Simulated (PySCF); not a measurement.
Input

```
{"job": {"kind": "nmr", "xc": "PBE0", "basis": "pcSseg-1"}, "charge": 0, "multiplicity": 1}
C      3.408973     1.793399     0.201678
N      2.823636     0.701123     0.322249
Si     1.349654     0.255094     1.108330
N      0.560786    -0.787643    -0.021622
C      0.861065    -0.689762    -1.436122
Si    -0.856428    -1.694407     0.394166
C     -2.431971    -0.913212    -0.332702
Si    -2.670485     0.930596     0.042551
H      4.365614     1.833285    -0.315709
H      3.036098     2.750128     0.581731
H      0.493698     1.385413     1.508748
H      1.784822    -0.522261     2.266777
H      1.877772    -0.327459    -1.573779
H      0.772555    -1.672239    -1.901861
H      0.175439    -0.007127    -1.949073
H     -0.909895    -1.721234     1.854538
H     -0.678649    -3.046295    -0.160242
H     -2.430184    -1.050841    -1.414740
H     -3.294585    -1.467169     0.036455
H     -3.953135     1.376689    -0.519819
H     -2.684785     1.164525     1.488448
H     -1.610407     1.728784    -0.581635
```

Launched as:

```sh
OMP_NUM_THREADS=1 python probes_run.py task.json out
```

Geometry: GFN2-xTB.

The calculation used PySCF 2.14.0, PBE0/pcSseg-1, SCF density, gas phase, non-relativistic.

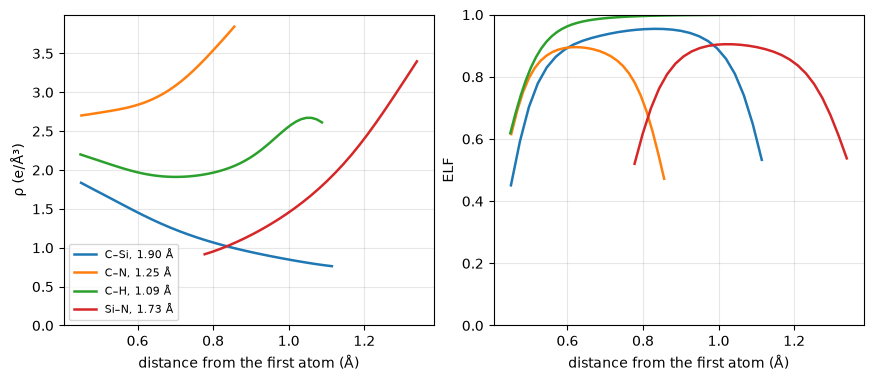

C3H14N2Si3. Total electron density and electron localisation function along straight lines between neighbouring atoms. The curves leave out the atomic cores.

Q: What can be read from the curves?

A: C–Si (1.90 Å): ρ at the midpoint is about 0.9 e/Å³; the ELF peaks at about 0.95 between the atoms (a shared electron pair).
C–N (1.25 Å): the density is about 2.9 e/Å³ at the midpoint; the ELF peaks at about 0.90 between the atoms; a short, multiple covalent bond.
C–H (1.09 Å): ρ at the midpoint is about 2 e/Å³; the ELF climbs to about 1 towards the hydrogen, as it does in any bond to H: a covalent bond by its length.
Si–N (1.73 Å): ρ is about 1.1 e/Å³ halfway; the ELF peaks at about 0.90 between the atoms, as expected for a shared but strongly polarised pair.
